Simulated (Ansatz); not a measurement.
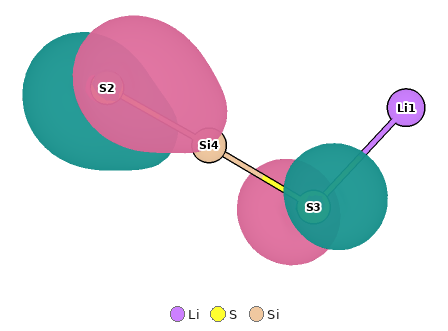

*LiS2Si (SMILES [Li][S][Si]#[S+]) (charge +1). One frontier orbital at ±0.15 Å⁻³ᐟ² (teal and pink are the two phases), seen at a tilt.*

Geometry: PBE-D3(BJ)/def2-SVP.

All numbers below come from isolated molecule in a Gaussian basis; Kohn-Sham density functional theory, functional PBE0 in Ansatz 0.2.0.

```yaml
atoms:
  - { symbol: Li, position_ang: [1.3704, 1.3647, 2.0479] }
  - { symbol: S, position_ang: [1.1875, -0.9595, -2.7076] }
  - { symbol: S, position_ang: [1.1550, 2.0499, -0.2046] }
  - { symbol: Si, position_ang: [1.1735, 0.5101, -1.4605] }
```

**Which orbital is it: HOMO or LUMO?**

The HOMO, at −12.32 eV. Its weight (Hirshfeld) is mainly on S2 (about 60 %), S3 (about 25 %) and Si4 (about 15 %); it changes sign across the molecular plane (π type); π-antibonding (a node) across S3–Si4.
